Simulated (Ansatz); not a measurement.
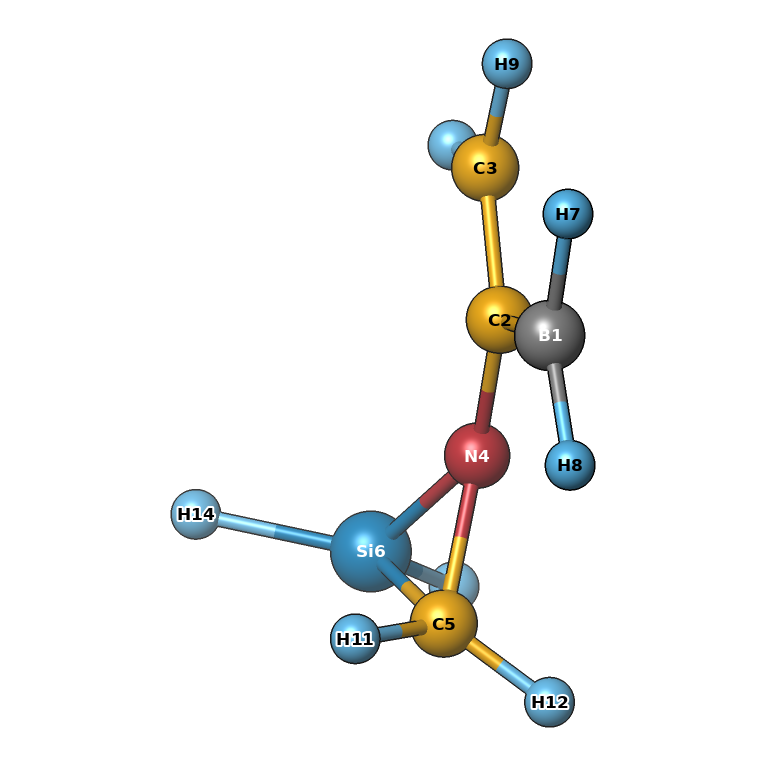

C2 lies behind B1. The molecule seen a little off the B1–C2 bond, B1 in front. Atoms fade into the background with distance from the viewer. The geometry was computed by an optimisation with PBE0-D4/def2-TZVP. No frequency run is at hand to confirm it as a minimum.

### What is the torsion angle H7–B1–C2–N4? The sign is positive where the front bond must turn clockwise to cover the back bond.

180°, antiperiplanar (anti).
